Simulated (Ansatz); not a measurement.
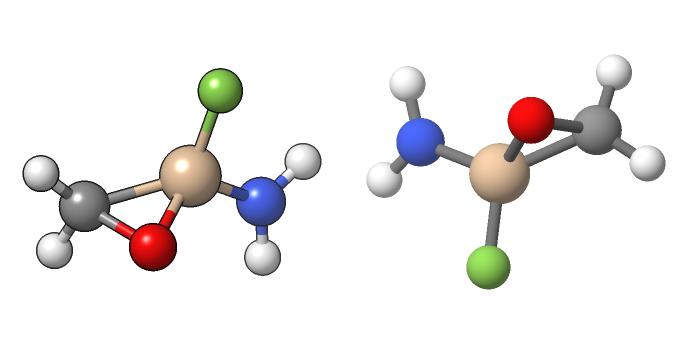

Both panels show the same species. Colours: nitrogen blue, silicon light orange, fluorine green, carbon grey, oxygen red, hydrogen white.

The geometry was computed by an optimisation with PBE0-D4/def2-TZVP.

> Which formula does it have?

CH₄FNOSi, 9 atoms: 1 carbon, 4 hydrogen, 1 fluorine, 1 nitrogen, 1 oxygen and 1 silicon.

> What is its SMILES?

N[Si@@]1(F)CO1

> How many bonds of each kind are drawn?

2 N–H, 2 C–H, 1 N–Si, 1 F–Si, 1 C–Si, 1 C–O, 1 O–Si.

More results for the same structure follow; atom numbers are the same in all pictures, views and colours differ.

### Shape

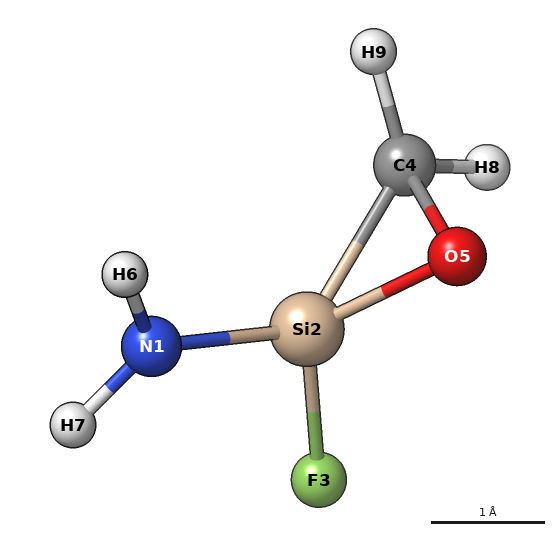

Numbered structure.

Give the bond lengths.

```json
{"bond": "N1–Si2", "length (Å)": "1.676", "order": "single"}
{"bond": "N1–H6", "length (Å)": "1.004", "order": "single"}
{"bond": "N1–H7", "length (Å)": "1.004", "order": "single"}
{"bond": "Si2–F3", "length (Å)": "1.585", "order": "single"}
{"bond": "Si2–C4", "length (Å)": "1.788", "order": "single"}
{"bond": "Si2–O5", "length (Å)": "1.625", "order": "single"}
{"bond": "C4–O5", "length (Å)": "1.527", "order": "single"}
{"bond": "C4–H8", "length (Å)": "1.088", "order": "single"}
{"bond": "C4–H9", "length (Å)": "1.088", "order": "single"}
```

### Dipole moment

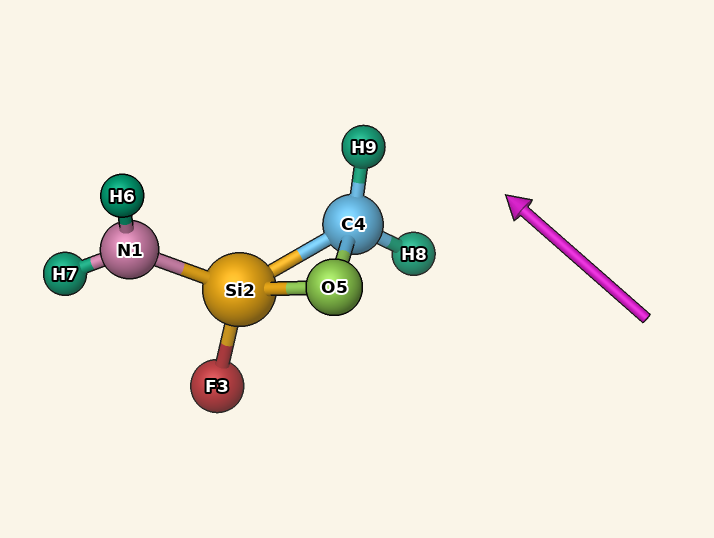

The arrow beside the molecule shows the direction of the dipole moment, from the negative to the positive end (its length means nothing). Level of theory: RKS PBE0-D4/def2-TZVP (Ansatz 0.2.0).

> How large is the dipole moment?

2.92 D; it points from the side of H8 to the side of H6, H7 (the outermost atoms at the two ends).

### Vibrations

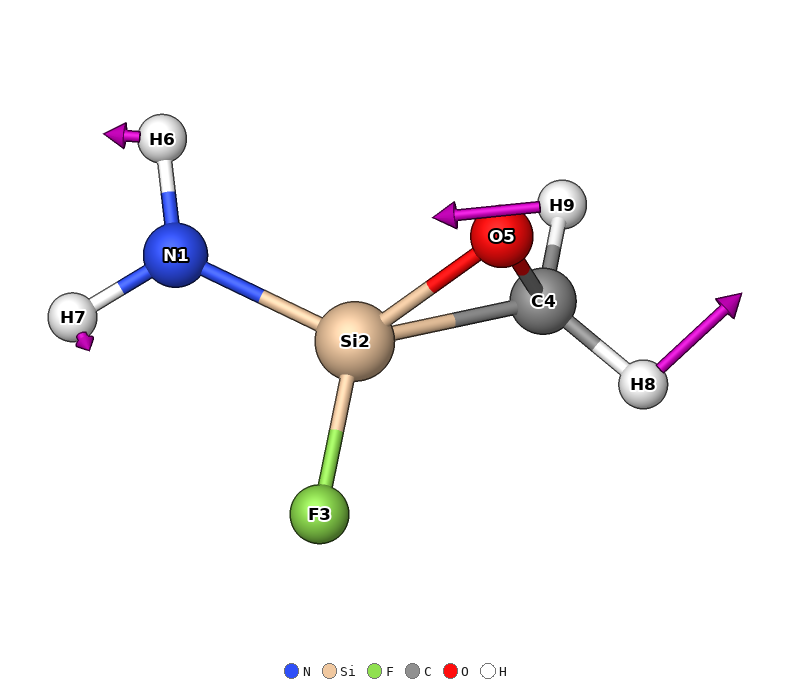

The arrows show one normal mode. Harmonic vibrations computed with RKS PBE0-D4/def2-TZVP (Ansatz 0.2.0) at a stationary point of the same level.

> Describe the motion.

Mostly H–C–Si bending.

> Estimate its harmonic wavenumber.

737 cm⁻¹; it is mode 8 of 21 counted from the lowest.

### Charges

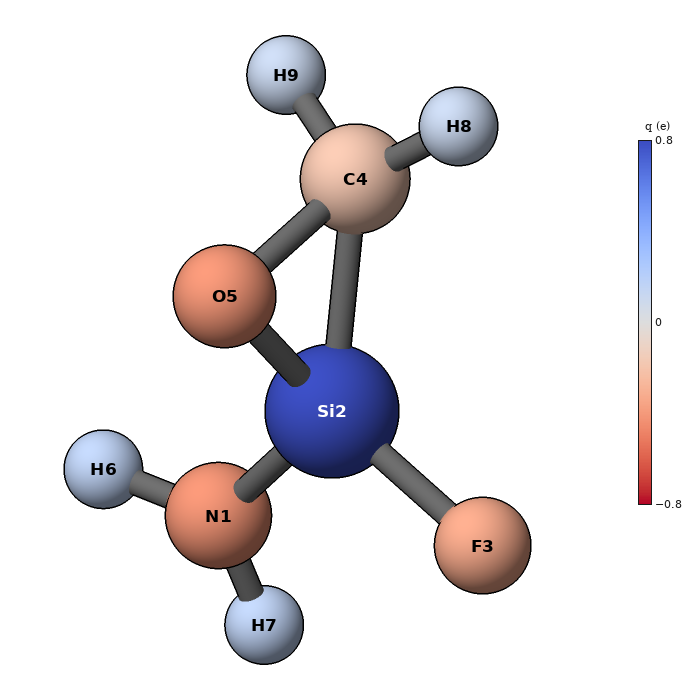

Atoms are coloured by their Mulliken charges. Method: RKS B3LYP-D4/def2-TZVPP (Ansatz 0.2.0).

List the Mulliken charges.

```
atom  value (e)
  N1      −0.42
 Si2       0.79
  F3      −0.33
  C4      −0.18
  O5      −0.41
  H6       0.16
  H7       0.16
  H8       0.11
  H9       0.11
```

Mulliken values depend strongly on the basis set and can even reverse the polarity of a bond.
